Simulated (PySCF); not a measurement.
# TiS₂⁻: relaxation and vibrations of the doublet

Aim: relax TiS₂⁻ as a doublet from a B3LYP minimum start, check by its vibrations whether the end is a minimum, and collect its spectrum and constants.

Program: PySCF 2.14.0. Level of theory: B3LYP, basis Ti def2-SVPD, S def2-SVPD, no relativity, density fitting. These are calculated values, not measurements.

## Step 1: The system as given

3 atoms, charge -1, spin multiplicity 2.

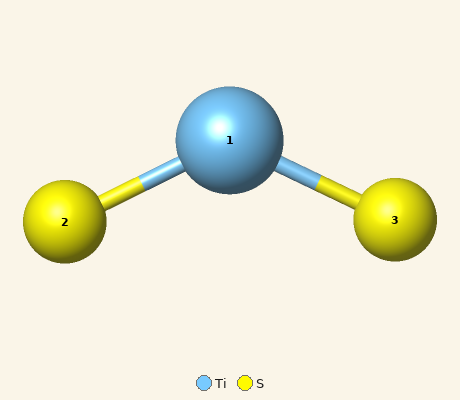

Start geometry, drawn with titanium blue, sulfur yellow; atoms are numbered from 1 in the order of the file.

```xyz
3
charge -1 multiplicity 2
Ti    0.0000    0.0000   -0.5422
S     1.9493    0.0000    0.4064
S    -1.9493    0.0000    0.4064
```

## Step 2: The SCF at the typed geometry

The steps below are one call of a driver around PySCF. For each, scf.py gives the equivalent set-up of the SCF; relaxations use the driver's own optimiser. After this first run the driver tries any further starts and a stability analysis.

scf.py reads:

```python
from pyscf import gto, scf, dft
mol = gto.M(atom='''
Ti     0.000000     0.000000    -0.542171
S      1.949251    -0.000000     0.406409
S     -1.949251     0.000000     0.406409''',
    basis={'Ti': 'def2-SVPD', 'S': 'def2-SVPD'},
    charge=-1, spin=1)
mf = dft.UKS(mol, xc='B3LYP')
mf.grids.atom_grid = (50, 194)
aux = {'Ti': 'def2-universal-JKFIT', 'S': 'def2-universal-JKFIT'}
mf = mf.density_fit(auxbasis=aux)
mf.conv_tol = 1e-08
mf.diis_space = 10
mf.max_cycle = 60
mf.init_guess = 'minao'
mf.verbose = 4
mf.kernel()
```

Launch:

```console
OMP_NUM_THREADS=2 python axn.py task.json out
```

What it wrote:

```text
init E= -1645.52900860065
[... the frontier-level lines of each cycle are left out ...]
cycle= 1 E= -1645.49342406125  delta_E= 0.0356  |g|= 0.505  |ddm|=  1.8
cycle= 2 E= -1634.00226922384  delta_E= 11.5  |g|= 4.76  |ddm|= 3.14
cycle= 3 E= -1645.51765686901  delta_E= -11.5  |g|= 0.515  |ddm|= 2.63
cycle= 4 E= -1645.65983371556  delta_E= -0.142  |g|= 0.172  |ddm|= 0.678
cycle= 5 E= -1645.67558866041  delta_E= -0.0158  |g|= 0.0419  |ddm|= 0.136
cycle= 6 E= -1645.67677409118  delta_E= -0.00119  |g|= 0.0175  |ddm|= 0.066
cycle= 7 E= -1645.6771338433  delta_E= -0.00036  |g|= 0.00558  |ddm|= 0.0367
cycle= 8 E= -1645.67746191535  delta_E= -0.000328  |g|= 0.00822  |ddm|= 0.0729
cycle= 9 E= -1645.67780124139  delta_E= -0.000339  |g|= 0.00517  |ddm|= 0.082
cycle= 10 E= -1645.67809136205  delta_E= -0.00029  |g|= 0.00485  |ddm|= 0.101
cycle= 11 E= -1645.67823366188  delta_E= -0.000142  |g|= 0.00326  |ddm|= 0.0673
cycle= 12 E= -1645.67838557057  delta_E= -0.000152  |g|= 0.00216  |ddm|= 0.146
cycle= 13 E= -1645.67839347159  delta_E= -7.9e-06  |g|= 0.00119  |ddm|= 0.0133
cycle= 14 E= -1645.67839800416  delta_E= -4.53e-06  |g|= 0.000629  |ddm|= 0.0232
cycle= 15 E= -1645.6783985147  delta_E= -5.11e-07  |g|= 0.000155  |ddm|= 0.00265
cycle= 16 E= -1645.6783985681  delta_E= -5.34e-08  |g|= 5.65e-05  |ddm|= 0.0016
cycle= 17 E= -1645.6783985718  delta_E= -3.7e-09  |g|= 2.89e-05  |ddm|= 0.000205
Extra cycle  E= -1645.67839857251  delta_E= -7.09e-10  |g|= 2.89e-05  |ddm|= 0.00014
converged SCF energy = -1645.67839857251  <S^2> = 0.76793725  2S+1 = 2.0178575
```

This step, with its further starts and checks, took 25 s on 2 threads of Arm Neoverse N1, shared host.

The starts that the driver tried:

| start | energy (Eh) |
| --- | --- |
| the minimal-basis guess | -1645.678399 |
| a thermally smeared density | -1645.678399 |
| a smeared PBE density | -1645.678399 |

No lower solution of this spin turned up from the other starts or in the test of internal stability.

## Step 3: B3LYP minimum start, doublet: relaxation

The program finds C2v symmetry in the start, which this walk keeps. The walk stops when the largest gradient is under 0.0003 Eh/bohr and the energy has settled too.

Changes to scf.py since step 2:

```diff
@@ -3,3 +3,3 @@
-Ti     0.000000     0.000000    -0.542171
-S      1.949251    -0.000000     0.406409
-S     -1.949251     0.000000     0.406409''',
+Ti     0.000000     0.000000    -0.542095
+S      1.949251     0.000000     0.406485
+S     -1.949251     0.000000     0.406485''',
@@ -15 +14,0 @@
-mf.init_guess = 'minao'
```

Steps of the walk:

| step | energy (Eh) | change (kJ/mol) | largest symmetric gradient (Eh/bohr) |
| --- | --- | --- | --- |
| 0 | -1645.678399 | 0.00 | 0.00007 |

The walk took 2.6 s.

Geometry (Å) and forces (eV/Å) at some steps:

```
step 0
Ti   0.000   0.000  -0.542   0.000   0.000   0.004
S    1.949   0.000   0.406   0.001   0.000  -0.002
S   -1.949   0.000   0.406  -0.001   0.000  -0.002
```

It settles in C2v symmetry, 0.0 kJ/mol below the start, after 0 steps: Ti–S 2.168 Å (×2); S–Ti–S 128.1°.

## Step 4: Hessian and properties

On the finer grid the gradient is checked again; gradients at displacements of ±0.02 bohr then give force constants and infrared intensities.

Changes to scf.py since step 3:

```diff
@@ -3,3 +3,3 @@
-Ti     0.000000     0.000000    -0.542095
-S      1.949251     0.000000     0.406485
-S     -1.949251     0.000000     0.406485''',
+Ti    -0.000000     0.000000    -0.549027
+S      1.942326     0.000000     0.409951
+S     -1.942326     0.000000     0.409951''',
@@ -9 +9 @@
-mf.grids.atom_grid = (50, 194)
+mf.grids.atom_grid = (75, 302)
@@ -12 +12 @@
-mf.conv_tol = 1e-08
+mf.conv_tol = 1e-10
```

This SCF starts from the last density.

Log of the central SCF (cycles and frontier levels):

```text
init E= -1645.6783763742
[... the frontier-level lines of each cycle are left out ...]
cycle= 1 E= -1645.67837637419  delta_E= 1.23e-11  |g|= 5.5e-06  |ddm|= 6.39e-06
Extra cycle  E= -1645.67837637377  delta_E= 4.22e-10  |g|= 2.64e-05  |ddm|= 3.09e-05
converged SCF energy = -1645.67837637377  <S^2> = 0.7677871  2S+1 = 2.0177087
```

The whole step took 63 s.

Geometry: C2v; Ti–S 2.166 Å (×2); S–Ti–S 127.4°.

Harmonic modes (main isotopes):

| symmetry | ω (cm⁻¹) | IR (km/mol) |
| --- | --- | --- |
| a1 | 64 | 5.8 |
| a1 | 441 | 121 |
| b2 | 530 | 301 |

No imaginary mode, so this is a minimum.

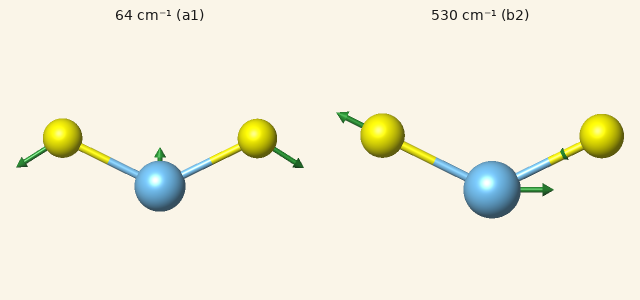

How the atoms move in 2 of the modes.

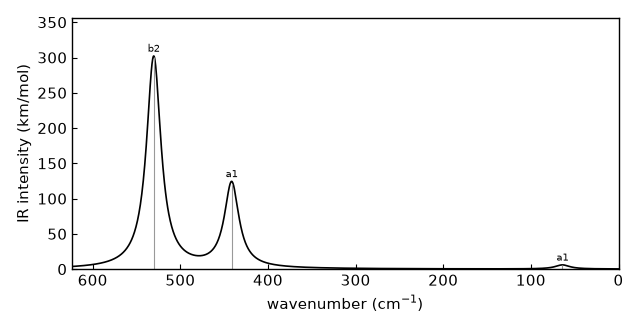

The harmonic infrared spectrum (widths in cm⁻¹). Lines are broadened to a width of 20 cm⁻¹ (Lorentzian).

Constants and moments:

* Dipole moment about the centre of mass: 5.13 D
* Highest occupied level: -0.99 eV
* Lowest empty level: 1.19 eV
* Rotational constants: 0.669, 0.06988, 0.06327 cm⁻¹
* Zero-point energy: 6.2 kJ/mol
* Principal polarisabilities: 155.7, 156.2, 168.2 bohr³
* Principal traceless quadrupole moments about the centre of mass: -29.13, 11.11, 18.03 D Å
* Entropy at 298.15 K and 1 bar (electronic part: spin only): 299.7 J/(mol K)
* Heat capacity Cp at 298.15 K: 52.2 J/(mol K)
* Enthalpy at 298.15 K above 0 K: 13.28 kJ/mol
* Rotational symmetry number: 2
* Spin squared ⟨S²⟩: 0.768

Populations by atom (charges in e):

| atom | Mulliken | Löwdin | polar tensor | spin (Mulliken) | Mayer order to Ti1 |
| --- | --- | --- | --- | --- | --- |
| Ti1 | 0.67 | 0.31 | 1.25 | 1.33 | – |
| S2,3 | -0.83 | -0.66 | -1.12 | -0.17 | 1.62 |

Mulliken populations on Ti1: s 6.58, p 12.27, d 2.47, f 0.01.

## Step 5: Summary of results

| quantity | value |
| --- | --- |
| minimum | doublet, C2v |
| geometry | Ti–S 2.166 Å (×2); S–Ti–S 127.4° |
| wavenumbers (cm⁻¹) | 64 (a1), 441 (a1), 530 (b2) |
| dipole moment (centre of mass) | 5.13 D |
| highest occupied, lowest empty level (either spin) | -0.99, 1.19 eV |
| polar-tensor charge of Ti1 | +1.25 e |
| zero-point energy | 6.2 kJ/mol |
| entropy at 298.15 K | 299.7 J/(mol K) |
| ⟨S²⟩ | 0.768 |

What this shows: The B3LYP minimum start keeps its C2v symmetry and ends in a minimum. The strongest infrared band lies at 530 cm⁻¹ (b2, stretch). Most of the spin sits on Ti1 (Mulliken spin 1.33, against 1 for the whole molecule). Other starts or spin states, not run here, may lie lower. Open d and f shells are described by one determinant, and the ground state may have another occupation or spin.

The search up to here took 90 s.
